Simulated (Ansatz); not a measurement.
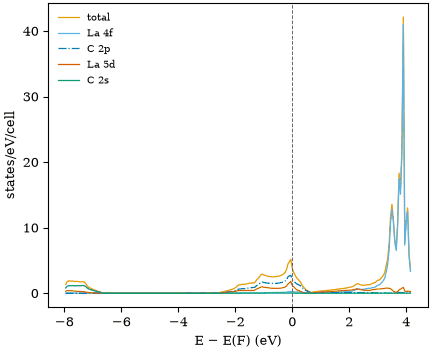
Figure: Total and projected density of states of LaC (rock salt, Fm-3m), DFT-PBE in the program Ansatz with PAW potentials

Q: Which orbitals carry the states next to the Fermi level?

A: Within 0.5 eV of the Fermi level: C 2p 59 %, La 5d 28 %, La 4f 6 %, La 5p 5 %. Projections are on Löwdin-orthogonalised atomic valence shells; empty p or d shells of many metals are not among them.

The start of the workflow was typed in or built on a structure type; neither database checked (COD, Materials Project) lists it. Its standing as an ambient phase is unchecked. Symmetry was held in the PBE relaxation; whether a distortion lowers the energy is not shown. Its formation energy is positive at this level, so the cell may be metastable or incomplete. Scalar-relativistic: spin–orbit coupling is off unless named, which matters more the heavier the elements.

Potentials: the earlier of the program's two PAW sets.
